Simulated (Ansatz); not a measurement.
C₂H₇FN₂Zn (SMILES CN[C](N)(F)[ZnH])

Input

```
crystal:
  periodic: [false, false, false]
  atoms:
    - { symbol: C, position_ang: [-0.9919, -1.2394, 0.5595] }
    - { symbol: "N", position_ang: [-0.8464, -0.0023, -0.2779] }
    - { symbol: C, position_ang: [0.2695, 0.8144, 0.1521] }
    - { symbol: "N", position_ang: [1.6536, 0.116, 0.0557] }
    - { symbol: F, position_ang: [0.1127, 1.2804, 1.4354] }
    - { symbol: Zn, position_ang: [0.0679, 2.2795, -1.2885] }
    - { symbol: H, position_ang: [-1.0488, -0.93, 1.6307] }
    - { symbol: H, position_ang: [-0.2004, -1.9249, 0.3575] }
    - { symbol: H, position_ang: [-2.0071, -1.6445, 0.3221] }
    - { symbol: H, position_ang: [-0.6799, -0.2964, -1.2435] }
    - { symbol: H, position_ang: [1.6263, -0.6215, 0.8288] }
    - { symbol: H, position_ang: [1.6508, -0.3646, -0.852] }
    - { symbol: H, position_ang: [0.4141, 2.4985, -1.6651] }
basis:
  gaussian: { orbitals: def2-SVP }
hamiltonian:
  xc: pbe
  dispersion: d4
relax:
  f_tol: 0.015
  max_steps: 40
output:
  orbitals: {}
```

Run with:

```sh
ansatz run input.yaml --threads 2 --pin off --max-ram 3072MiB --backend cpu --events-out ev --progress --plain --runs-dir out
```

The fields are those of the relaxed geometry.

Method: RKS PBE-D4/def2-SVP (Ansatz).

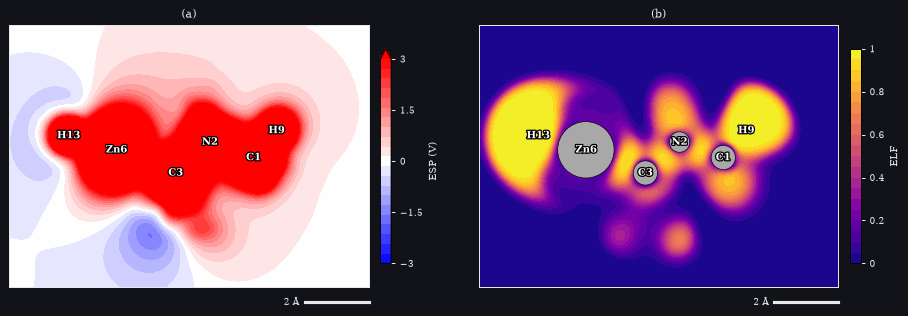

Figure 1. (a) electrostatic potential; (b) electron localisation function on the plane of atoms N2, C3 and Zn6. Grey discs cover the atomic cores in the ELF map.

**What does the map show?**

- The section cuts through C, N, Zn and H sites.
- C–N (1.43 Å): the ELF peaks at about 0.95 between the atoms: localised, covalent bonding.
- C–Zn (1.99 Å): the ELF peaks at about 0.95 in the valence shell of C, 0.7 Å from its nucleus, and is about 0.50 at the midpoint.
- C–H (1.11 Å): the ELF climbs to about 1 towards the hydrogen, as it does in any bond to H: an ordinary covalent bond to hydrogen.
- Zn–H (1.55 Å): the ELF climbs to about 1 towards the hydrogen.
- Outside the dense part of the molecule the potential is most negative (−1.6 V) near N4, which lies off the plane.

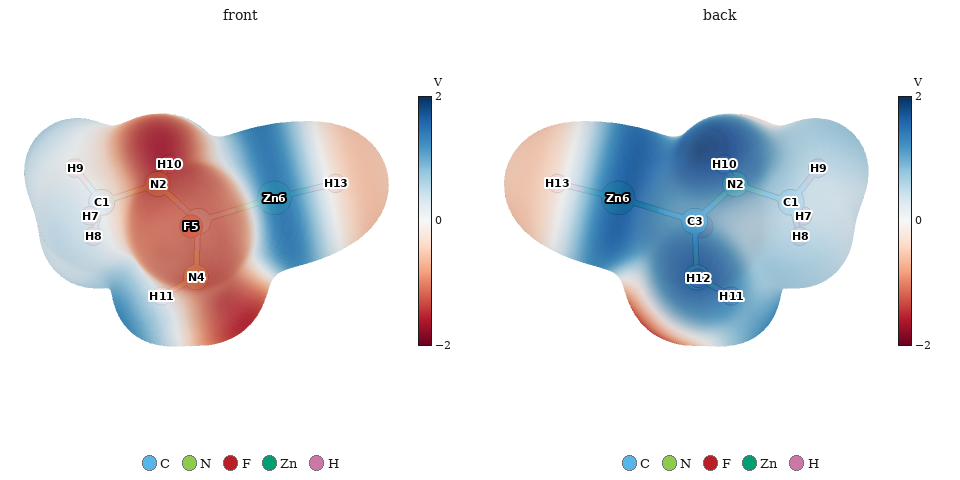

Figure 2. The electrostatic potential painted on the density surface at 0.002 e/bohr³, seen from the front and from behind; the colour scale runs from red (negative) to blue (positive).

**Describe the electrostatic potential map.**

The most negative region (about −1.5 V, or −35 kcal/mol for a unit charge) lies over N2 and N4, the most positive (about +1.7 V, or +39 kcal/mol for a unit charge) over H10.

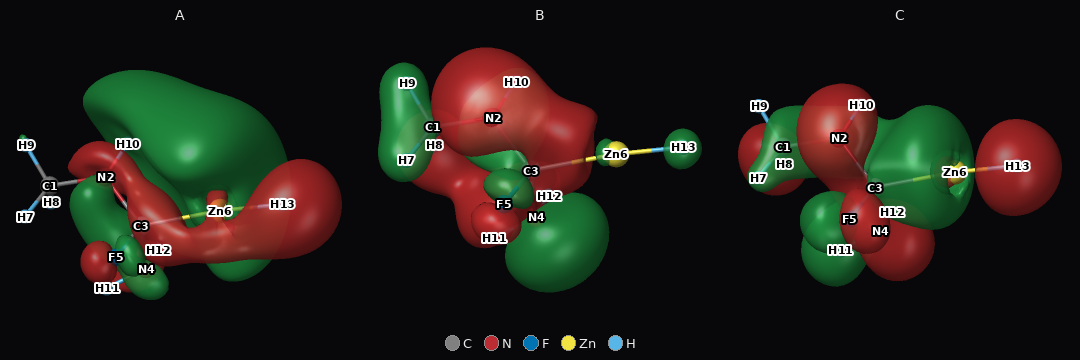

Figure 3. Three frontier orbitals at ±0.06 Å⁻³ᐟ² (green and red are the two phases), in no order.

**Order the three orbitals by energy and name them.**

C is the HOMO−1 (−5.29 eV). Its weight (Hirshfeld) is mainly on N2 (about 20 %), C3 (about 20 %), Zn6 (about 15 %), N4 (about 15 %), F5 (about 10 %) and H13 (about 5 %). B is the HOMO (−4.89 eV). It lies mainly on N2 (about 40 %), N4 (about 30 %) and C3 (about 5 %); largely a combination of lone pairs on N2 and N4. A is the LUMO (−0.42 eV). By Hirshfeld shares it lies mainly on Zn6 (about 50 %), C3 (about 10 %), H10 (about 10 %) and H13 (about 10 %).

**What is the HOMO–LUMO gap?**

4.47 eV between the orbital energies.
